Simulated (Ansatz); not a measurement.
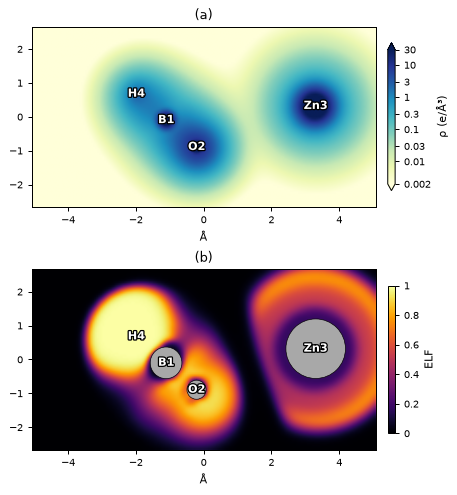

*BHOZn. (a) electron density; (b) electron localisation function on the molecular plane. Grey discs cover the atomic cores in the ELF map.*

At this geometry the atoms fall into two loosely joined parts.

Method: RKS PBE0/def2-TZVP in Ansatz 0.2.0.

Interpret the plot.

Answer. The plane passes through B, O, Zn and H nuclei.
Zn3···O2 (3.72 Å): the density falls to about 0.02 e/Å³ on the way; the ELF dips to about 0 between them; a weak contact between the two molecules.
B–O (1.20 Å): the density is about 3.1 e/Å³ at the midpoint; the ELF peaks at about 0.85 between the atoms; a shared but strongly polarised pair.
B–H (1.17 Å): the density is about 1.3 e/Å³ at the midpoint; the ELF climbs to about 1 towards the hydrogen, as it does in any bond to H (a covalent bond by its length).
The ELF also peaks beside O2, away from the bonds: lone-pair regions.
